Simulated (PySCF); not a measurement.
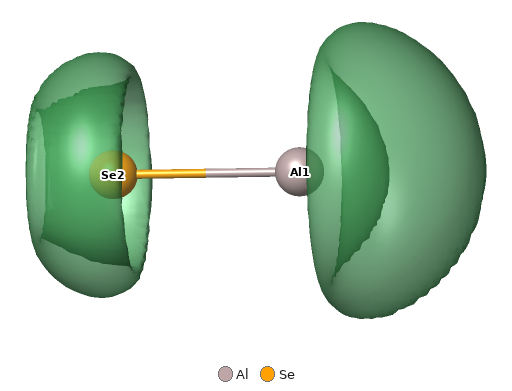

The picture shows: AlSe (doublet). Isosurface of the ELF at 0.8 (green), seen from one side. Core shells and regions of very low density are left out.

Computed with PBE0/def2-TZVPP, non-relativistic Hamiltonian with scalar-relativistic core potentials where named, at a bond length of 2.169 Å in PySCF 2.14.0.

```yaml
atoms:
  - { symbol: Al, position_ang: [0.0000, 0.0000, -1.6215] }
  - { symbol: Se, position_ang: [0.0000, 0.0000, 0.5475] }
```

What do the ELF domains correspond to?

At this value the surface marks out one ring or bowl of non-bonding electrons around Se and one lobe on Al, pointing away from the bonds (non-bonding electrons).

Values along the shortest contacts:
Al–Se (2.17 Å): the ELF peaks at about 0.70 in the valence shell of Se, 1.1 Å from its nucleus, and is about 0.70 at the midpoint.
